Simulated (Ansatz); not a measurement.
# Calculations on BSiH4Cl

**1. Relaxation**

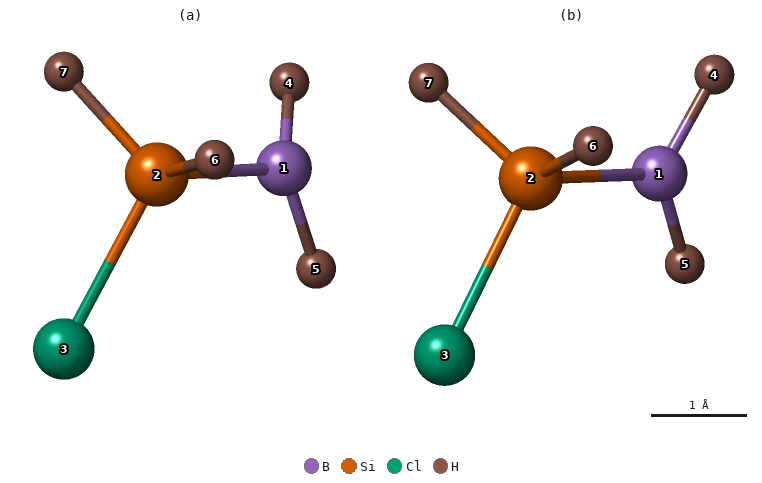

The structure of BSiH₄Cl before (left) and after (right) a relaxation, at one scale.

The picture is a ball-and-stick view, seen from a free direction.

The run prepares an end point of a later path (torsion) calculation, from a guessed geometry.

Computed with RKS PBE0-D4/def2-SVP in Ansatz 0.2.0. (no spin polarisation; force threshold 0.015 eV/Å; at most 40 steps)

Q: Describe what moved and what it gained.

A: The atom that moves furthest after the best rigid fit is H4 (0.56 Å). By element the largest moves are H 0.56 Å, Cl 0.29 Å, B 0.19 Å, Si 0.09 Å. Among the contacts that change: B1–Si2 1.886 → 2.008 Å, B1–H4 1.137 → 1.210 Å, B1–H5 1.237 → 1.206 Å, Si2–H6 1.469 → 1.496 Å. Among the angles between lasting bonds that change: Si2–B1–H5 118.3° → 123.6°, H4–B1–H5 113.5° → 118.4°, B1–Si2–Cl3 109.4° → 113.1°. The energy falls by 0.485 eV in 12 accepted moves (14 points after the start). The largest force component goes from 2.4 to 0.0069 eV/Å. The line search rejected the trial steps at points 4, 7 of the run.

**2. Relaxation**

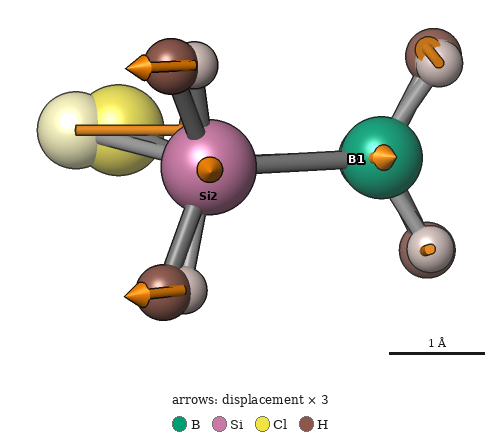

A relaxation of BSiH4Cl. The starting structure is drawn faded, the final one solid; orange arrows show the displacements, 3 times their true length. The two geometries are superimposed by the best rigid fit.

Style: ball-and-stick. Shown face on.

The run prepares an end point of a later path (torsion) calculation, from a guessed geometry.

The calculation used RKS PBE0-D4/def2-SVP in Ansatz 0.2.0. Set-up: no spin polarisation; force threshold 0.015 eV/Å; at most 40 steps.

> What did the optimiser do to the structure, and how much energy did it gain?

The Cl atom moves most after the best rigid fit: 0.46 Å. By element the largest moves are Cl 0.46 Å, H 0.31 Å, Si 0.23 Å, B 0.15 Å. Among the contacts that change: B–Si 1.886 → 1.998 Å, B–H 1.137 → 1.207 Å, B–H 1.237 → 1.207 Å, H–Si 1.469 → 1.492 Å. Among the angles between lasting bonds that change: B–Si–Cl 109.4° → 92.3°, B–Si–H 109.2° → 118.4°, B–Si–H 110.0° → 118.4°. Over 9 geometry steps the energy falls by 11.9 kcal/mol. The largest force component goes from 2.3 to 0.0077 eV/Å.

**3. Path**

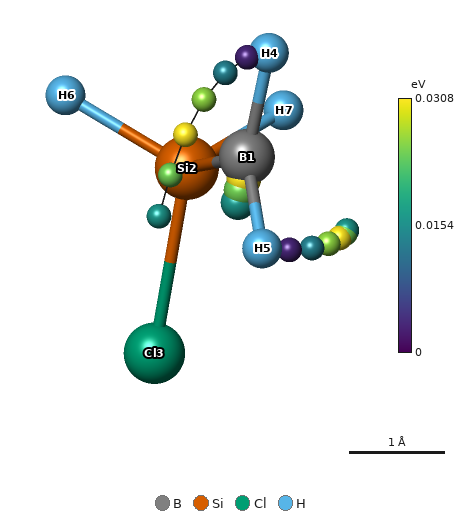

A search for the minimum-energy path of BSiH4Cl by the nudged elastic band. Images are numbered from 0 (start) to 6 (end). The start is drawn whole; smaller spheres mark the moving atoms (B, H) in the later images, joined by lines and coloured by the energy of the image relative to the start. Style: ball-and-stick. Shown from a free direction.

Theory: RKS PBE0-D4/def2-SVP in Ansatz.

Input file:
```yaml
crystal:
  periodic: [false, false, false]
  atoms:
    - { symbol: B, position_ang: [-1.019145, 0.004074, -0.691013] }
    - { symbol: Si, position_ang: [0.628991, -0.108235, 0.450409] }
    - { symbol: Cl, position_ang: [1.79241, 1.614507, 0.377698] }
    - { symbol: H, position_ang: [-1.75775, -0.953629, -0.719148] }
    - { symbol: H, position_ang: [-1.31062, 0.972827, -1.348129] }
    - { symbol: H, position_ang: [0.246059, -0.342528, 1.877706] }
    - { symbol: H, position_ang: [1.481356, -1.255116, 0.006677] }
basis:
  gaussian: { orbitals: def2-SVP }
hamiltonian:
  xc: pbe0
  dispersion: d4
neb:
  order_check: false
  images: 5
  f_tol: 0.05
  max_iterations: 60
  initial_path: idpp
  final_atoms:
    - { symbol: B, position_ang: [-0.98343537, 0.01059841, -0.6751606] }
    - { symbol: Si, position_ang: [0.63135961, -0.32345504, 0.45308819] }
    - { symbol: Cl, position_ang: [1.1199214, 1.7198286, 0.50971145] }
    - { symbol: H, position_ang: [-2.03376592, 0.30783691, -0.16041562] }
    - { symbol: H, position_ang: [-0.88070323, 0.0833699, -1.87543972] }
    - { symbol: H, position_ang: [0.43226874, -0.80009169, 1.85234168] }
    - { symbol: H, position_ang: [1.77565576, -1.06618709, -0.14992538] }
```

Command:
```bash
ansatz run input.yaml --threads 1 --pin off --max-ram 2048MiB --backend cpu --events-out ev --progress --plain --runs-dir out
```

Describe the path and its energy.

Answer. The motion is a rotation about the B1–Si2 bond by about 90°. No bond forms or breaks between the ends. Among the angles between lasting bonds that change up to the highest image: B1–Si2–Cl3 113.1° → 103.2°, B1–Si2–H6 109.9° → 116.3°. The energy climbs by 0.031 eV to image 4 and then falls by 0.015 eV, so the end point sits at +0.016 eV. The band converged in 5 iterations, with a climbing image at the top. At the top, the vibrational analysis gives one imaginary mode (113i cm⁻¹), as a transition state must have.
